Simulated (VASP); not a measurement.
Band structure of CuF (relaxed from the CsCl type structure, space group Pm-3m). Calculation: r2SCAN meta-GGA, VASP's PBE PAW potentials (set 64) (plane waves; VASP).

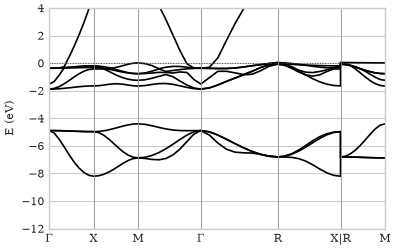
*Bands along high-symmetry lines, zero at the valence-band maximum or, without a gap, the Fermi level*

Task: Read the plot: is there a gap, and where are the band edges?

Result: It has no gap at this level: it comes out as a metal or semimetal.

The structure was generated: CuF was put into the CsCl type type (Pm-3m), which need not be its known phase. It was relaxed first, which changed the volume by +38 %.
